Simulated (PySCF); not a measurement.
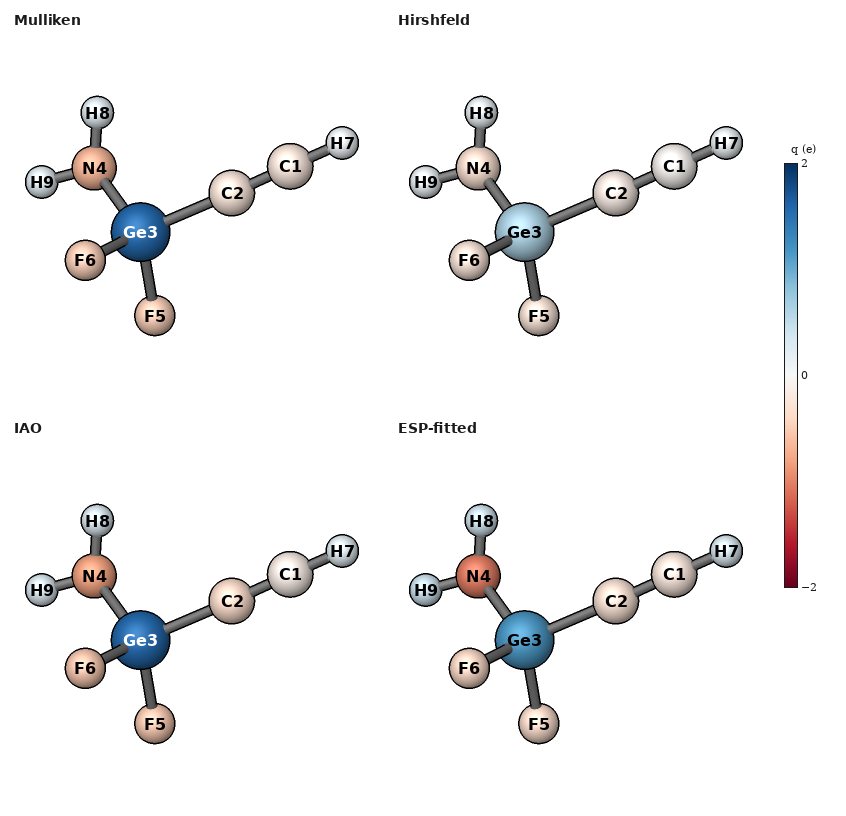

Atomic charges of one calculation by 4 schemes, on one colour scale. The geometry was computed by an optimisation with PBE0-D3(BJ)/def2-SVP. No frequency run is at hand to confirm it as a minimum. Computed with PBE0/pcSseg-1 (PySCF 2.14.0).

> On which atom do the schemes disagree most?

On Ge3 (from 0.62 to 1.56 e).

List the charges (e), one line for each set of equivalent atoms.

```tsv
atom	Mulliken	Hirshfeld	IAO	ESP-fitted
C1	−0.22	−0.05	−0.14	−0.22
C2	−0.23	−0.15	−0.35	−0.28
Ge3	1.56	0.62	1.55	1.15
N4	−0.67	−0.30	−0.80	−1.02
F5	−0.48	−0.24	−0.51	−0.34
F6	−0.48	−0.25	−0.52	−0.39
H7	0.10	0.11	0.21	0.29
H8	0.21	0.13	0.28	0.39
H9	0.21	0.13	0.28	0.41
```
